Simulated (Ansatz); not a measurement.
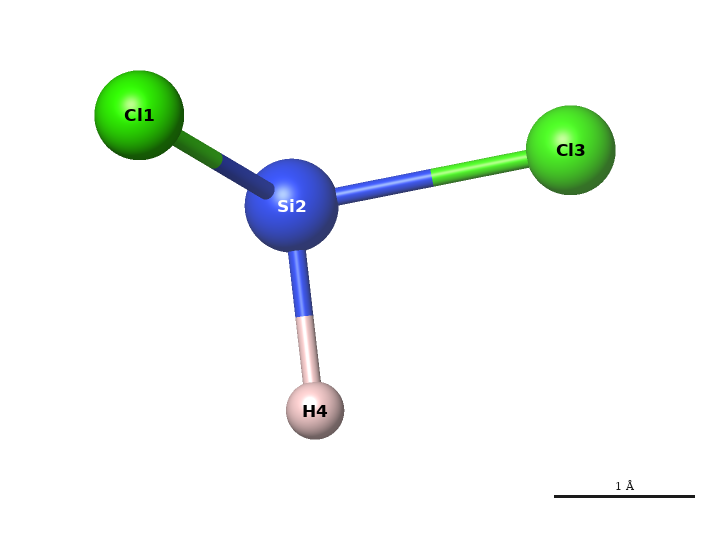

The picture comes from a calculation with Ansatz.

Numbered structure. Charge 0, doublet. Geometry: moved along internal coordinates away from the minimum.

How are the neighbours of atom 2 arranged?

Answer. Si2 has 3 neighbours (Cl1 at 2.05, Cl3 at 2.05, H4 at 1.49 Å); the arrangement is trigonal pyramidal.
